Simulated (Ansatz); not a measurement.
## Effect of Sn on a Pb site on PbSe

Start from an 8-atom supercell of PbSe in the rock salt structure (space group Fm-3m, No. 225; a = 6.2177 Å) at its relaxed geometry.

One thing is altered: a neutral Sn on a Pb site, atoms relaxed at fixed cell, starting from a slightly rattled geometry.

Method: PBE, PAW, 420 eV (Ansatz, a quantum-chemistry and plane-wave program; spin-orbit coupling left out), earlier PAW set. Γ-centred 4×4×4 mesh, Fermi–Dirac width 0.01 eV.

```json
[
 {"quantity": "pressure", "base": "0.1 GPa", "changed": "-0.2 GPa", "shift": "-0.3 GPa"},
 {"quantity": "largest displacement of a host atom from its site in the perfect cell", "base": "–", "changed": "0.13 Å", "shift": "–"}
]
```

Final structure:

```yaml
crystal:
  lattice:
    - [-6.21766, 0.00000, 0.00000]
    - [0.00000, 0.00000, 6.21766]
    - [0.00000, 6.21766, 0.00000]
  atoms:
    - { symbol: Se, position: [0.99684, 0.99781, 0.99811] }
    - { symbol: Se, position: [0.49844, 0.97831, 0.49993] }
    - { symbol: Se, position: [0.49845, 0.49976, 0.97875] }
    - { symbol: Se, position: [0.97699, 0.49969, 0.49990] }
    - { symbol: Sn, position: [0.51709, 0.51851, 0.51841] }
    - { symbol: Pb, position: [0.00368, 0.50565, 0.00492] }
    - { symbol: Pb, position: [0.00367, 0.00523, 0.50543] }
    - { symbol: Pb, position: [0.50415, 0.00523, 0.00483] }
```

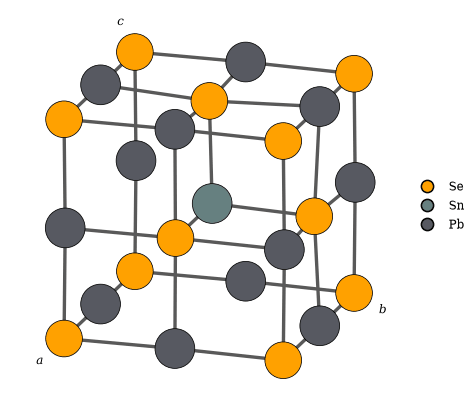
*The relaxed cell after the change*

Cost of the whole job for the changed cell (relaxation, final SCF and bands): around 10 core-minutes (rough).

The magnetic state is the one reached from the starting moments; the real material's order can differ, and small cells can't hold many antiferromagnetic ones. The cell is small, so the values are those of an ordered compound at a high defect concentration; dilute-limit values will differ. Starting moments died away, wholly or in part, for Sn on a Pb site; another magnetic solution may exist. The defect cell is spin-polarised and ends with 0.0 μB.
